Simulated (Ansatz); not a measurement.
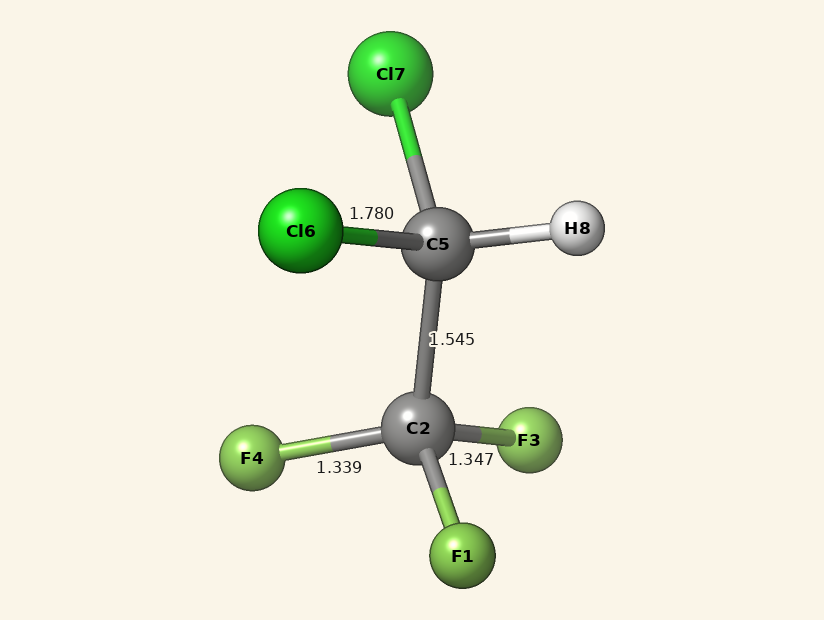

Bond lengths are marked in Å; every bond is drawn as one stick. The computed structure is the end point of a PBE-D4/def2-SVP optimisation. No frequency run is at hand to confirm it as a minimum.

Q: Assign a bond order to each marked bond.

A: C2–F3 single; C2–F4 single; C2–C5 single; C5–Cl6 single.

Q: Write the SMILES.

A: FC(F)(F)C(Cl)Cl
